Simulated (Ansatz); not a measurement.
# C₃H₇ClSi: up Jacob's ladder to CCSD(T), part 1 of 2

How much do the methods differ for C₃H₇ClSi? The plan is to run it at one geometry with functionals of several rungs and with coupled cluster. The yardstick is the atomisation energy at the CCSD(T) limit.

The runs use Ansatz 0.2.0, Gaussian basis; functionals in def2-TZVPP, the program's frozen cores in correlated methods.

Plan: LDA (SPW92), PBE-D4, revPBE-D4, BLYP-D4, r2SCAN-D4, B97M-V, PBE0-D4, B3LYP-D4, r2SCANh-D4, r2SCAN0-D4, HSE06-D4, BHLYP-D4, CAM-B3LYP-D4, LC-ωPBE, ωB97X-V, ωB97M-V, B2PLYP, PBE-QIDH; CCSD(T)/def2-SVP; CCSD(T)/def2-TZVPP; MP2/def2-QZVPP; extrapolation to the limit; RPA on PBE.

## 1. Structure used throughout

An earlier PBE0-D4 in a triple-zeta def2 set relaxation fixed the geometry.

12 atoms, charge 0, spin multiplicity 1.

Atoms are counted from 1 here; the program's logs count them from 0.

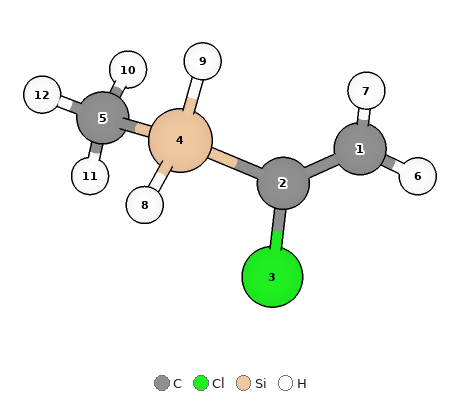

The geometry (carbon grey, chlorine green, silicon light orange, hydrogen white); atoms are numbered from 1 in the order of the file.

## 2. LDA

This LDA is Slater exchange with PW92 correlation.

Contents of in.yaml:

```yaml
crystal:
  periodic: [false, false, false]
  atoms:
    - {symbol: C, position_ang: [1.038616, 1.530399, 1.301119]}
    - {symbol: C, position_ang: [0.849350, 0.312322, 0.812231]}
    - {symbol: Cl, position_ang: [2.195062, -0.791971, 0.691811]}
    - {symbol: Si, position_ang: [-0.781108, -0.380670, 0.201529]}
    - {symbol: C, position_ang: [-0.644866, -0.911126, -1.580707]}
    - {symbol: H, position_ang: [2.007153, 1.882202, 1.639831]}
    - {symbol: H, position_ang: [0.198184, 2.212030, 1.372584]}
    - {symbol: H, position_ang: [-1.145192, -1.537850, 1.061407]}
    - {symbol: H, position_ang: [-1.791762, 0.697959, 0.376601]}
    - {symbol: H, position_ang: [-0.398403, -0.061953, -2.221543]}
    - {symbol: H, position_ang: [0.137364, -1.664745, -1.693830]}
    - {symbol: H, position_ang: [-1.587200, -1.341797, -1.927032]}
basis:
  gaussian: {orbitals: def2-TZVPP}
hamiltonian: {xc: lda}
output: {orbitals: {seedname: orbitals}}
```

Command:

```sh
ansatz run in.yaml --threads 4 --pin off --events-out ev --progress --plain --max-ram 10444MiB
```

Log:

```text
Functional definition: SPW92
  name "SPW92"
  cite "Dirac, Proc. Camb. Phil. Soc. 26, 376 (1930) doi:10.1017/S0305004100016108"
  cite "Slater, Phys. Rev. 81, 385 (1951) doi:10.1103/PhysRev.81.385"
  cite "Perdew & Wang, Phys. Rev. B 45, 13244 (1992) doi:10.1103/PhysRevB.45.13244"
  exchange = slater_x
  correlation = pw_c
1535 factors; their error is unknown
mean field evaluation 1: about -23503.0966 eV, gradient 9.6e1 eV
mean field evaluation 2: about -23455.8574 eV, gradient 1.5e2 eV
mean field evaluation 4: about -23523.4353 eV, gradient 2.0e1 eV
mean field evaluation 8: about -23524.3897 eV, gradient 1.3e-1 eV
mean field evaluation 16: about -23524.3483 eV, gradient 5.3e-4 eV
mean field -23524.34827767 eV, -864.5038538283 hartree, gradient 5.3e-5 eV, S^2 0.000000; 0 other end points of the search recorded, 0 dependent functions left out
reference -23524.34832052 eV, -864.5038554032 hartree; 28, 28 occupied and 247, 247 virtual orbitals, 1535 factors
Total energy: -23524.34832052 eV, -864.5038554032 hartree
```

It took 1.5 s on 4 threads of Arm Neoverse V2, shared host.

Atomisation energy: 52.033 eV (free atoms -23472.315 eV, run apart). HOMO -6.56 eV, LUMO -1.83 eV.

## 3. PBE-D4 (GGA)

in.yaml, as its differences from that of step 2:

```diff
@@ -17,3 +17,3 @@
   gaussian: {orbitals: def2-TZVPP}
-hamiltonian: {xc: lda}
-output: {orbitals: {seedname: orbitals}}
+hamiltonian: {xc: pbe, dispersion: d4}
+output: {forces: true, orbitals: {seedname: orbitals}}
```

Launched as before.

Log (excerpt; [...] marks lines left out):

```text
Functional definition: PBE
  name "PBE"
  cite "Perdew, Burke & Ernzerhof, Phys. Rev. Lett. 77, 3865 (1996) doi:10.1103/PhysRevLett.77.3865"
  parent pbe
[...]
1535 factors; their error is unknown
[...]
mean field -23613.31439095 eV, -867.7732981879 hartree, gradient 3.6e-5 eV, S^2 0.000000; 0 other end points of the search recorded, 0 dependent functions left out
[...]
reference -23613.31443736 eV, -867.7732998937 hartree; 28, 28 occupied and 247, 247 virtual orbitals, 1535 factors
Total energy: -23613.60415321 eV, -867.7839467548 hartree
Atom 0 at     1.038616     1.530399     1.301119 Å, force     0.054633     0.391105     0.154926 eV/Å
Atom 1 at     0.849350     0.312322     0.812231 Å, force    -0.176603    -0.310719    -0.141944 eV/Å
Atom 2 at     2.195062    -0.791971     0.691811 Å, force     0.251390    -0.239992    -0.036225 eV/Å
Atom 3 at    -0.781108    -0.380670     0.201529 Å, force    -0.008521     0.002043     0.026521 eV/Å
Atom 4 at    -0.644866    -0.911126    -1.580707 Å, force    -0.011936    -0.000025     0.015524 eV/Å
Atom 5 at     2.007153     1.882202     1.639831 Å, force     0.196169     0.088496     0.074244 eV/Å
Atom 6 at     0.198184     2.212030     1.372584 Å, force    -0.168625     0.150845     0.019697 eV/Å
Atom 7 at    -1.145192    -1.537850     1.061407 Å, force    -0.043940    -0.122800     0.091049 eV/Å
Atom 8 at    -1.791762     0.697959     0.376601 Å, force    -0.110478     0.108403     0.019739 eV/Å
Atom 9 at    -0.398403    -0.061953    -2.221543 Å, force     0.045696     0.157323    -0.123840 eV/Å
Atom 10 at     0.137364    -1.664745    -1.693830 Å, force     0.146697    -0.141790    -0.025531 eV/Å
Atom 11 at    -1.587200    -1.341797    -1.927032 Å, force    -0.174482    -0.082889    -0.074159 eV/Å
Dipole moment:    -0.153497     0.153987    -0.126150 e Å
```

Wall time 3 s (4 threads of Arm Neoverse V2, shared host).

Atomisation energy: 46.733 eV (free atoms -23566.871 eV, run apart). HOMO -6.39 eV, LUMO -1.60 eV.

## 4. revPBE-D4 (GGA)

in.yaml, as its differences from that of step 3:

```diff
@@ -17,3 +17,3 @@
   gaussian: {orbitals: def2-TZVPP}
-hamiltonian: {xc: pbe, dispersion: d4}
-output: {forces: true, orbitals: {seedname: orbitals}}
+hamiltonian: {xc: {name: revPBE}, dispersion: d4}
+output: {orbitals: {seedname: orbitals}}
```

The command is unchanged.

Log:

```text
Functional definition: revPBE
  name "revPBE"
  cite "Zhang & Yang, Phys. Rev. Lett. 80, 890 (1998) doi:10.1103/PhysRevLett.80.890"
  cite "Perdew, Burke & Ernzerhof, Phys. Rev. Lett. 77, 3865 (1996) doi:10.1103/PhysRevLett.77.3865"
  parameter kappa = 1.245
  parameter beta = 0.06672455060314922
  exchange = pbe_x(kappa = kappa, mu = beta*pi^2/3)
  correlation = pbe_c(beta = beta)
1535 factors; their error is unknown
mean field evaluation 1: about -23603.5417 eV, gradient 8.9e1 eV
mean field evaluation 2: about -23565.3075 eV, gradient 1.4e2 eV
mean field evaluation 4: about -23621.5134 eV, gradient 1.7e1 eV
mean field evaluation 8: about -23622.2084 eV, gradient 9.7e-2 eV
mean field evaluation 16: about -23622.1650 eV, gradient 1.2e-4 eV
mean field -23622.16500694 eV, -868.0985523265 hartree, gradient 7.1e-5 eV, S^2 0.000000; 0 other end points of the search recorded, 0 dependent functions left out
reference -23622.16506520 eV, -868.0985544677 hartree; 28, 28 occupied and 247, 247 virtual orbitals, 1535 factors
Total energy: -23623.01915563 eV, -868.1299417120 hartree
```

Wall time 2.3 s (4 threads of Arm Neoverse V2, shared host).

Atomisation energy: 45.789 eV (free atoms -23577.231 eV, run apart). HOMO -6.33 eV, LUMO -1.52 eV.

## 5. BLYP-D4 (GGA)

in.yaml, as its differences from that of step 4:

```diff
@@ -17,3 +17,3 @@
   gaussian: {orbitals: def2-TZVPP}
-hamiltonian: {xc: {name: revPBE}, dispersion: d4}
+hamiltonian: {xc: {name: BLYP}, dispersion: d4}
 output: {orbitals: {seedname: orbitals}}
```

Same command.

Log:

```text
Functional definition: BLYP
  name "BLYP"
  cite "Becke, Phys. Rev. A 38, 3098 (1988) doi:10.1103/PhysRevA.38.3098"
  cite "Lee, Yang & Parr, Phys. Rev. B 37, 785 (1988) doi:10.1103/PhysRevB.37.785"
  parameter beta = 0.0042
  parameter a = 0.04918
  parameter b = 0.132
  parameter c = 0.2533
  parameter d = 0.349
  exchange = b88_x(beta = beta)
  correlation = lyp_c(a = a, b = b, c = c, d = d)
1535 factors; their error is unknown
mean field evaluation 1: about -23603.5906 eV, gradient 9.6e1 eV
mean field evaluation 2: about -23556.0496 eV, gradient 1.5e2 eV
mean field evaluation 4: about -23624.2726 eV, gradient 2.0e1 eV
mean field evaluation 8: about -23625.1793 eV, gradient 1.4e-1 eV
mean field evaluation 16: about -23625.1347 eV, gradient 4.7e-4 eV
mean field -23625.13474552 eV, -868.2076882063 hartree, gradient 7.0e-5 eV, S^2 0.000000; 0 other end points of the search recorded, 0 dependent functions left out
reference -23625.13515896 eV, -868.2077034002 hartree; 28, 28 occupied and 247, 247 virtual orbitals, 1535 factors
Total energy: -23625.76723045 eV, -868.2309315988 hartree
```

It took 2.5 s on 4 threads of Arm Neoverse V2, shared host.

Atomisation energy: 45.732 eV (free atoms -23580.035 eV, run apart). HOMO -6.23 eV, LUMO -1.45 eV.

## 6. r2SCAN-D4 (meta-GGA)

in.yaml, as its differences from that of step 5:

```diff
@@ -17,3 +17,3 @@
   gaussian: {orbitals: def2-TZVPP}
-hamiltonian: {xc: {name: BLYP}, dispersion: d4}
-output: {orbitals: {seedname: orbitals}}
+hamiltonian: {xc: r2scan, dispersion: d4}
+output: {forces: true, orbitals: {seedname: orbitals}}
```

Launched as before.

Log (excerpt; [...] marks lines left out):

```text
Functional definition: r2SCAN
  name "r2SCAN"
  cite "Furness, Kaplan, Ning, Perdew & Sun, J. Phys. Chem. Lett. 11, 8208 (2020) doi:10.1021/acs.jpclett.0c02405"
  cite "Furness, Kaplan, Ning, Perdew & Sun, J. Phys. Chem. Lett. 11, 9248 (2020) doi:10.1021/acs.jpclett.0c03077"
  parent r2scan
[...]
1535 factors; their error is unknown
[...]
mean field -23623.53100167 eV, -868.1487517070 hartree, gradient 3.5e-5 eV, S^2 0.000000; 0 other end points of the search recorded, 0 dependent functions left out
[...]
reference -23623.53101483 eV, -868.1487521907 hartree; 28, 28 occupied and 247, 247 virtual orbitals, 1535 factors
Total energy: -23623.60358927 eV, -868.1514192520 hartree
Atom 0 at     1.038616     1.530399     1.301119 Å, force     0.066739     0.242284     0.103829 eV/Å
Atom 1 at     0.849350     0.312322     0.812231 Å, force    -0.245990    -0.027877    -0.059726 eV/Å
Atom 2 at     2.195062    -0.791971     0.691811 Å, force     0.186659    -0.170026    -0.024221 eV/Å
Atom 3 at    -0.781108    -0.380670     0.201529 Å, force    -0.021760    -0.011672     0.016318 eV/Å
Atom 4 at    -0.644866    -0.911126    -1.580707 Å, force    -0.001638    -0.007861     0.002749 eV/Å
Atom 5 at     2.007153     1.882202     1.639831 Å, force    -0.014574     0.000594    -0.003794 eV/Å
Atom 6 at     0.198184     2.212030     1.372584 Å, force     0.010264    -0.017280    -0.003581 eV/Å
Atom 7 at    -1.145192    -1.537850     1.061407 Å, force     0.004184     0.014139    -0.014696 eV/Å
Atom 8 at    -1.791762     0.697959     0.376601 Å, force     0.016094    -0.021055    -0.002801 eV/Å
Atom 9 at    -0.398403    -0.061953    -2.221543 Å, force    -0.004169    -0.023603     0.003019 eV/Å
Atom 10 at     0.137364    -1.664745    -1.693830 Å, force    -0.020649     0.015352    -0.010117 eV/Å
Atom 11 at    -1.587200    -1.341797    -1.927032 Å, force     0.024840     0.007003    -0.006979 eV/Å
Dipole moment:    -0.171166     0.170590    -0.125948 e Å
```

Run time: 6 s. Hardware: 4 threads of Arm Neoverse V2, shared host.

With the free atoms at this level, -23577.481 eV in sum, the atomisation energy is 46.122 eV. HOMO -6.63 eV, LUMO -1.43 eV.

## 7. B97M-V (meta-GGA)

in.yaml, as its differences from that of step 6:

```diff
@@ -17,3 +17,3 @@
   gaussian: {orbitals: def2-TZVPP}
-hamiltonian: {xc: r2scan, dispersion: d4}
-output: {forces: true, orbitals: {seedname: orbitals}}
+hamiltonian: {xc: {name: B97M-V}}
+output: {orbitals: {seedname: orbitals}}
```

Same command.

Log (excerpt; [...] marks lines left out):

```text
Functional definition: B97M-V
  name "B97M-V"
  cite "Mardirossian & Head-Gordon, J. Chem. Phys. 142, 074111 (2015) doi:10.1063/1.4907719"
  cite "Becke, J. Chem. Phys. 107, 8554 (1997) doi:10.1063/1.475007"
  cite "Vydrov & Van Voorhis, J. Chem. Phys. 133, 244103 (2010) doi:10.1063/1.3521275"
  # Of w^i u^j: cxij and so on, Table III.
[...]
  gx(w, u) = cx00 + cx01*u + cx02*u^2 + (cx10 + cx11*u)*w
  gss(w, u) = css00 + css02*u^2 + css10*w + (css32*w^3 + css42*w^4)*u^2
  gos(w, u) = cos00 + cos01*u + cos03*u^3 + cos10*w + cos32*w^3*u^2
[...]
      + integral(e_c_pw_mod_opposite_spin*gos(b97_w_opposite, b97_u_opposite)) + vv10(b, c)
1535 factors; their error is unknown
[...]
mean field -23621.98296352 eV, -868.0918623541 hartree, gradient 2.0e-5 eV, S^2 0.000000; 0 other end points of the search recorded, 0 dependent functions left out
reference -23621.98302996 eV, -868.0918647957 hartree; 28, 28 occupied and 247, 247 virtual orbitals, 1535 factors
Total energy: -23621.98302996 eV, -868.0918647957 hartree
```

Wall time 10 s (4 threads of Arm Neoverse V2, shared host).

With the free atoms at this level, -23575.827 eV in sum, the atomisation energy is 46.156 eV. HOMO -6.69 eV, LUMO -1.41 eV.

## 8. PBE0-D4 (hybrid)

in.yaml, as its differences from that of step 7:

```diff
@@ -17,3 +17,3 @@
   gaussian: {orbitals: def2-TZVPP}
-hamiltonian: {xc: {name: B97M-V}}
+hamiltonian: {xc: pbe0, dispersion: d4}
 output: {orbitals: {seedname: orbitals}}
```

Its log isn't repeated here (it stands with the study of this molecule's fields); it ends on a total energy of -23615.850584 eV.

With the free atoms at this level, -23569.694 eV in sum, the atomisation energy is 46.156 eV. HOMO -7.55 eV, LUMO -0.64 eV.

## 9. B3LYP-D4 (hybrid)

B3LYP here takes the VWN-RPA correlation.

in.yaml, as its differences from that of step 8:

```diff
@@ -17,3 +17,3 @@
   gaussian: {orbitals: def2-TZVPP}
-hamiltonian: {xc: pbe0, dispersion: d4}
-output: {orbitals: {seedname: orbitals}}
+hamiltonian: {xc: {name: B3LYP}, dispersion: d4}
+output: {forces: true, orbitals: {seedname: orbitals}}
```

The command is unchanged.

Log (excerpt; [...] marks lines left out):

```text
Functional definition: B3LYP
  name "B3LYP"
  cite "Stephens, Devlin, Chabalowski & Frisch, J. Phys. Chem. 98, 11623 (1994) doi:10.1021/j100096a001"
  cite "Becke, Phys. Rev. A 38, 3098 (1988) doi:10.1103/PhysRevA.38.3098"
  cite "Lee, Yang & Parr, Phys. Rev. B 37, 785 (1988) doi:10.1103/PhysRevB.37.785"
  cite "Vosko, Wilk & Nusair, Can. J. Phys. 58, 1200 (1980) doi:10.1139/p80-159"
[...]
1557 factors; their error is unknown
[...]
mean field -23628.29585677 eV, -868.3238569022 hartree, gradient 4.8e-5 eV, S^2 0.000000; 0 other end points of the search recorded, 0 dependent functions left out
[...]
reference -23628.29616087 eV, -868.3238680775 hartree; 28, 28 occupied and 247, 247 virtual orbitals, 1557 factors
Total energy: -23628.76327294 eV, -868.3410341296 hartree
Atom 0 at     1.038616     1.530399     1.301119 Å, force     0.010551     0.138659     0.053397 eV/Å
[...]
Atom 2 at     2.195062    -0.791971     0.691811 Å, force     0.317772    -0.252573    -0.024628 eV/Å
Atom 3 at    -0.781108    -0.380670     0.201529 Å, force    -0.151001     0.011070     0.142950 eV/Å
Atom 4 at    -0.644866    -0.911126    -1.580707 Å, force     0.009839    -0.039118    -0.092741 eV/Å
Atom 5 at     2.007153     1.882202     1.639831 Å, force    -0.078275    -0.008355    -0.020518 eV/Å
Atom 6 at     0.198184     2.212030     1.372584 Å, force     0.077668    -0.031253     0.005080 eV/Å
Atom 7 at    -1.145192    -1.537850     1.061407 Å, force     0.017675     0.072551    -0.057725 eV/Å
Atom 8 at    -1.791762     0.697959     0.376601 Å, force     0.057363    -0.075387    -0.014718 eV/Å
Atom 9 at    -0.398403    -0.061953    -2.221543 Å, force    -0.011409    -0.048266     0.015845 eV/Å
Atom 10 at     0.137364    -1.664745    -1.693830 Å, force    -0.045263     0.038714    -0.014061 eV/Å
Atom 11 at    -1.587200    -1.341797    -1.927032 Å, force     0.049000     0.017713    -0.003238 eV/Å
Dipole moment:    -0.170122     0.171760    -0.114386 e Å
```

It took 6 s on 4 threads of Arm Neoverse V2, shared host; peak memory 0.87 GiB.

Atomisation energy: 45.945 eV (free atoms -23582.819 eV, run apart). HOMO -7.32 eV, LUMO -0.85 eV.

## 10. r2SCANh-D4 (hybrid)

in.yaml, as its differences from that of step 9:

```diff
@@ -17,3 +17,3 @@
   gaussian: {orbitals: def2-TZVPP}
-hamiltonian: {xc: {name: B3LYP}, dispersion: d4}
-output: {forces: true, orbitals: {seedname: orbitals}}
+hamiltonian: {xc: {name: r2SCANh}, dispersion: d4}
+output: {orbitals: {seedname: orbitals}}
```

The command is unchanged.

Log (excerpt; [...] marks lines left out):

```text
Functional definition: r2SCANh
  name "r2SCANh"
  cite "Bursch, Neugebauer, Ehlert & Grimme, J. Chem. Phys. 156, 134105 (2022) doi:10.1063/5.0086040"
  cite "Furness, Kaplan, Ning, Perdew & Sun, J. Phys. Chem. Lett. 11, 8208 (2020) doi:10.1021/acs.jpclett.0c02405"
  cite "Furness, Kaplan, Ning, Perdew & Sun, J. Phys. Chem. Lett. 11, 9248 (2020) doi:10.1021/acs.jpclett.0c03077"
  parent r2scan
[...]
1535 factors; their error is unknown
[...]
mean field -23623.31715682 eV, -868.1408930535 hartree, gradient 2.4e-5 eV, S^2 0.000000; 0 other end points of the search recorded, 0 dependent functions left out
reference -23623.31716890 eV, -868.1408934975 hartree; 28, 28 occupied and 247, 247 virtual orbitals, 1535 factors
Total energy: -23623.39456995 eV, -868.1437379337 hartree
```

It took 6.5 s on 4 threads of Arm Neoverse V2, shared host; peak memory 0.79 GiB.

With the free atoms at this level, -23577.486 eV in sum, the atomisation energy is 45.908 eV. HOMO -7.06 eV, LUMO -1.07 eV.

## 11. r2SCAN0-D4 (hybrid)

in.yaml, as its differences from that of step 10:

```diff
@@ -17,3 +17,3 @@
   gaussian: {orbitals: def2-TZVPP}
-hamiltonian: {xc: {name: r2SCANh}, dispersion: d4}
+hamiltonian: {xc: {name: r2SCAN0}, dispersion: d4}
 output: {orbitals: {seedname: orbitals}}
```

Launched as before.

Log (excerpt; [...] marks lines left out):

```text
Functional definition: r2SCAN0
  name "r2SCAN0"
  cite "Bursch, Neugebauer, Ehlert & Grimme, J. Chem. Phys. 156, 134105 (2022) doi:10.1063/5.0086040"
  cite "Furness, Kaplan, Ning, Perdew & Sun, J. Phys. Chem. Lett. 11, 8208 (2020) doi:10.1021/acs.jpclett.0c02405"
  cite "Furness, Kaplan, Ning, Perdew & Sun, J. Phys. Chem. Lett. 11, 9248 (2020) doi:10.1021/acs.jpclett.0c03077"
  parent r2scan
[...]
1569 factors; their error is unknown
[...]
mean field -23623.02706256 eV, -868.1302322863 hartree, gradient 5.9e-5 eV, S^2 0.000000; 0 other end points of the search recorded, 0 dependent functions left out
reference -23623.02707303 eV, -868.1302326711 hartree; 28, 28 occupied and 247, 247 virtual orbitals, 1569 factors
Total energy: -23623.11261654 eV, -868.1333763369 hartree
```

Wall time 6.5 s (4 threads of Arm Neoverse V2, shared host); peak memory 0.79 GiB.

With the free atoms at this level, -23577.507 eV in sum, the atomisation energy is 45.606 eV. HOMO -7.71 eV, LUMO -0.55 eV.

## 12. HSE06-D4 (hybrid)

HSE06 is the plane-wave form, built on full-range PBE exchange.

in.yaml, as its differences from that of step 11:

```diff
@@ -17,3 +17,3 @@
   gaussian: {orbitals: def2-TZVPP}
-hamiltonian: {xc: {name: r2SCAN0}, dispersion: d4}
+hamiltonian: {xc: hse06, dispersion: d4}
 output: {orbitals: {seedname: orbitals}}
```

Launched as before.

Log (excerpt; [...] marks lines left out):

```text
Functional definition: HSE06
  name "HSE06"
  cite "Heyd, Scuseria & Ernzerhof, J. Chem. Phys. 118, 8207 (2003) doi:10.1063/1.1564060"
  cite "Krukau, Vydrov, Izmaylov & Scuseria, J. Chem. Phys. 125, 224106 (2006) doi:10.1063/1.2404663"
  cite "Heyd & Scuseria, J. Chem. Phys. 120, 7274 (2004) doi:10.1063/1.1668634"
  cite "Ernzerhof & Perdew, J. Chem. Phys. 109, 3313 (1998) doi:10.1063/1.476928"
  cite "Perdew, Burke & Ernzerhof, Phys. Rev. Lett. 77, 3865 (1996) doi:10.1103/PhysRevLett.77.3865"
  parent pbe
[...]
  # The whole range is PBE's own exchange, as in plane waves. The composition of these papers is wPBEh.
[...]
1569 factors; their error is unknown
124 factors; integrals over basis functions are off by at most 3.6e-7 eV
[...]
mean field -23615.01308985 eV, -867.8357242211 hartree, gradient 4.5e-5 eV, S^2 0.000000; 0 other end points of the search recorded, 0 dependent functions left out
reference -23615.01313543 eV, -867.8357258961 hartree; 28, 28 occupied and 247, 247 virtual orbitals, 1569 factors
Total energy: -23615.24341344 eV, -867.8441884571 hartree
```

Wall time 4.1 s (4 threads of Arm Neoverse V2, shared host); peak memory 0.81 GiB.

With the free atoms at this level, -23569.057 eV in sum, the atomisation energy is 46.187 eV. HOMO -7.15 eV, LUMO -1.03 eV.

## 13. BHLYP-D4 (hybrid)

in.yaml, as its differences from that of step 12:

```diff
@@ -17,3 +17,3 @@
   gaussian: {orbitals: def2-TZVPP}
-hamiltonian: {xc: hse06, dispersion: d4}
+hamiltonian: {xc: {name: BHLYP}, dispersion: d4}
 output: {orbitals: {seedname: orbitals}}
```

Same command.

Log:

```text
Functional definition: BHLYP
  name "BHLYP"
  cite "Becke, J. Chem. Phys. 98, 1372 (1993) doi:10.1063/1.464304"
  cite "Becke, Phys. Rev. A 38, 3098 (1988) doi:10.1103/PhysRevA.38.3098"
  cite "Lee, Yang & Parr, Phys. Rev. B 37, 785 (1988) doi:10.1103/PhysRevB.37.785"
  parameter a = 0.5
  exchange = (1 - a)*b88_x + a*exact_x
  correlation = lyp_c
1730 factors; their error is unknown
mean field evaluation 1: about -23618.4552 eV, gradient 5.3e1 eV
mean field evaluation 2: about -23619.7390 eV, gradient 4.6e1 eV
mean field evaluation 4: about -23624.8771 eV, gradient 1.9e0 eV
mean field evaluation 8: about -23625.0177 eV, gradient 5.8e-2 eV
mean field evaluation 16: about -23625.0177 eV, gradient 4.9e-5 eV
mean field -23625.01769502 eV, -868.2033866799 hartree, gradient 4.9e-5 eV, S^2 0.000000; 0 other end points of the search recorded, 0 dependent functions left out
reference -23625.01789926 eV, -868.2033941855 hartree; 28, 28 occupied and 247, 247 virtual orbitals, 1730 factors
Total energy: -23625.37901794 eV, -868.2166650524 hartree
```

Run time: 3.7 s. Hardware: 4 threads of Arm Neoverse V2, shared host; peak memory 0.8 GiB.

With the free atoms at this level, -23580.467 eV in sum, the atomisation energy is 44.912 eV. HOMO -8.54 eV, LUMO 0.44 eV.

(Continued in part 2 of 2.)
